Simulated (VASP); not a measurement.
Band structure of BBi (relaxed from the CsCl type structure, space group Pm-3m). Level of theory: PBEsol GGA, VASP's PBE PAW potentials (set 64) (plane waves; VASP 6.6.1).

Unless said otherwise, spin-orbit coupling is left out, though it shifts the bands of the heavy elements here.

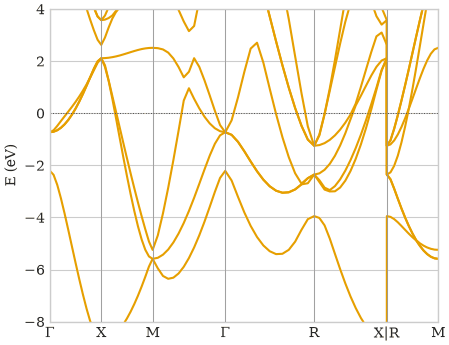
Bands along high-symmetry lines, zero at the valence-band maximum or, without a gap, the Fermi level

Q: Read the plot: is there a gap, and where are the band edges?

A: It has no gap at this level: it comes out as a metal or semimetal. (Edges off the drawn lines would not show.)

The structure was generated: BBi was put into the CsCl type type (Pm-3m), which need not be its known phase. It was relaxed first, which changed the volume by +32 %. VASP warned that the highest band is occupied, so more bands are needed.
